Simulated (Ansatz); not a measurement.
# UBLYP/6-31G(d) (spherical functions) run of C2H6Ga (SMILES C[Ga]C)

What is the energy change on altering one bond length of C2H6Ga at UBLYP/6-31G* (spherical functions)? 

The results are computed with Ansatz 0.2.0.

70 further runs of the same task are left out: 1 that didn't finish, 69 set aside as unsound or not needed.

## 1. Starting point

C2H6Ga has 9 atoms, charge 0, and is taken as a doublet. As SMILES, `C[Ga]C`. The shape is that of a PBE0-D4/def2-TZVP optimisation.

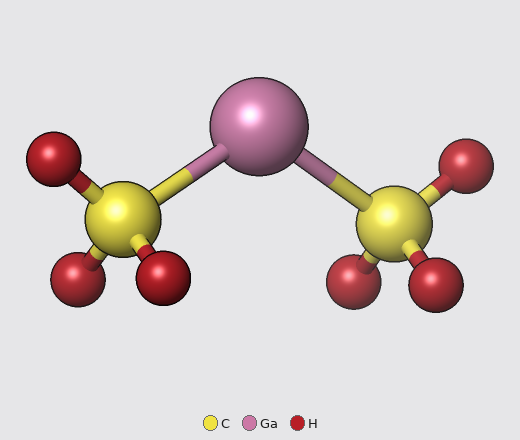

The structure, seen from a chosen angle (carbon yellow, gallium pink, hydrogen red).

## 2. A single-point energy at UBLYP/6-31G(d) (spherical functions)

Contents of input.yaml:

```yaml
crystal:
  periodic: [false, false, false]
  atoms:
    - {symbol: C, position_ang: [-1.246620, 1.163020, 0.175280]}
    - {symbol: Ga, position_ang: [0.456630, 0.385560, 0.873010]}
    - {symbol: C, position_ang: [1.273950, -1.139610, -0.126050]}
    - {symbol: H, position_ang: [-2.014290, 0.382510, 0.177460]}
    - {symbol: H, position_ang: [-1.092470, 1.479700, -0.861100]}
    - {symbol: H, position_ang: [-1.602690, 2.011340, 0.758180]}
    - {symbol: H, position_ang: [2.201980, -1.496820, 0.318200]}
    - {symbol: H, position_ang: [1.469380, -0.822030, -1.155250]}
    - {symbol: H, position_ang: [0.554120, -1.963680, -0.159730]}
basis:
  gaussian:
    orbitals: 6-31G_st_-spherical.json
output: {orbitals: {seedname: orbitals}}
hamiltonian:
  xc: {name: BLYP}
accuracy: high
magnetization:
  spin_polarized: true
  initial_magnetization: 1
```

The basis set 6-31G* is read from a file made from the Basis Set Exchange's data (not shown).

Command:

```bash
$ ansatz run input.yaml --threads 1 --pin off --max-ram 3480MiB --events-out events.jsonl --progress --plain --runs-dir runs
```

The program printed:

```text
Warning: RAYON_NUM_THREADS=1 ignored (pool sized by the plan → 1); use --threads N
Functional definition: BLYP
  name "BLYP"
  parameter beta = 0.0042
  parameter a = 0.04918
  parameter b = 0.132
  parameter c = 0.2533
  parameter d = 0.349
  exchange = b88_x(beta = beta)
  correlation = lyp_c(a = a, b = b, c = c, d = d)
1662 factors; integrals over basis functions are off by at most 4.7e-9 eV
mean field evaluation 1: about -54526.5980 eV, gradient 5.7e1 eV
mean field evaluation 2: about -54497.3592 eV, gradient 8.6e1 eV
mean field evaluation 4: about -54541.5776 eV, gradient 4.6e0 eV
mean field evaluation 8: about -54541.6489 eV, gradient 2.5e-2 eV
mean field evaluation 16: about -54541.6489 eV, gradient 6.7e-6 eV
mean field -54541.64888125 eV, -2004.3686267284 hartree, gradient 4.6e-8 eV, S^2 0.750948; 0 other end points of the search recorded, 0 dependent functions left out
reference -54541.64893542 eV, -2004.3686287191 hartree; 25, 24 occupied and 47, 48 virtual orbitals, 1662 factors
Total energy: -54541.64893542 eV, -2004.3686287191 hartree
```

Wall time 8.4 s (1 thread of Arm Neoverse V2, shared host); peak memory 0.25 GiB.

## 3. The distorted shape

Contents of in.yaml:

```yaml
crystal:
  periodic: [false, false, false]
  atoms:
    - {symbol: C, position_ang: [-2.360274, 1.591679, -0.357829]}
    - {symbol: Ga, position_ang: [-0.657024, 0.814219, 0.339901]}
    - {symbol: C, position_ang: [0.160296, -0.710951, -0.659159]}
    - {symbol: H, position_ang: [-3.127944, 0.811169, -0.355649]}
    - {symbol: H, position_ang: [-2.206124, 1.908359, -1.394209]}
    - {symbol: H, position_ang: [-2.716344, 2.439999, 0.225071]}
    - {symbol: H, position_ang: [2.201980, -1.496820, 0.318200]}
    - {symbol: H, position_ang: [0.355726, -0.393371, -1.688359]}
    - {symbol: H, position_ang: [-0.559534, -1.535021, -0.692839]}
basis:
  gaussian:
    orbitals: 6-31G_st_-spherical.json
magnetization:
  spin_polarized: true
  initial_magnetization: 1
hamiltonian:
  xc: {name: BLYP}
accuracy: high
output:
  orbitals: {seedname: orbitals}
```

The basis set 6-31G* is read from a file made from the Basis Set Exchange's data (not shown).

Command:

```bash
$ ansatz run in.yaml --threads 1 --pin off --max-ram 3480MiB --events-out events.jsonl --progress --plain --runs-dir runs
```

The program printed:

```text
Warning: RAYON_NUM_THREADS=1 ignored (pool sized by the plan → 1); use --threads N
Functional definition: BLYP
  name "BLYP"
  parameter beta = 0.0042
  parameter a = 0.04918
  parameter b = 0.132
  parameter c = 0.2533
  parameter d = 0.349
  exchange = b88_x(beta = beta)
  correlation = lyp_c(a = a, b = b, c = c, d = d)
1664 factors; integrals over basis functions are off by at most 4.7e-9 eV
mean field evaluation 1: about -54516.5524 eV, gradient 6.2e1 eV
mean field evaluation 2: about -54404.8350 eV, gradient 1.1e2 eV
mean field evaluation 4: about -54523.1440 eV, gradient 3.9e1 eV
mean field evaluation 8: about -54536.9990 eV, gradient 5.1e0 eV
mean field evaluation 16: about -54537.3794 eV, gradient 3.6e-2 eV
mean field evaluation 32: about -54537.3794 eV, gradient 2.0e-8 eV
mean field evaluation 64: about -54536.6138 eV, gradient 7.5e-2 eV
mean field -54537.37938719 eV, -2004.2117257158 hartree, gradient 2.0e-8 eV, S^2 1.063923; 6 other end points of the search recorded, 0 dependent functions left out
reference -54537.37944516 eV, -2004.2117278460 hartree; 25, 24 occupied and 47, 48 virtual orbitals, 1664 factors
Total energy: -54537.37944516 eV, -2004.2117278460 hartree
```

Run time: 21 s. Hardware: 1 thread of Arm Neoverse V2, shared host; peak memory 0.26 GiB.

## 4. Outcome

Level: UBLYP/6-31G* (spherical functions).

| quantity | value |
| --- | --- |
| first shape: total energy | -2004.36863 Eh |
| first shape: HOMO energy (highest over α and β) | -3.56 eV |
| first shape: LUMO energy (lowest over α and β) | -2.63 eV |
| first shape: ⟨S²⟩ | 0.751 |
| distorted shape: total energy | -2004.21173 Eh |
| distorted shape: HOMO energy (highest over α and β) | -3.84 eV |
| distorted shape: LUMO energy (lowest over α and β) | -3.05 eV |
| distorted shape: ⟨S²⟩ | 1.064 |
| energy change with the C3–H7 bond stretched from 1.089 to 2.396 Å | 4.269 eV |

With the C3–H7 bond stretched from 1.089 to 2.396 Å the energy rises by 4.27 eV (412 kJ/mol). The first shape isn't relaxed at this level, so the change isn't measured from a minimum. ⟨S²⟩ (distorted shape) is 1.06 where a pure doublet has 0.75: the reference is spin-contaminated.
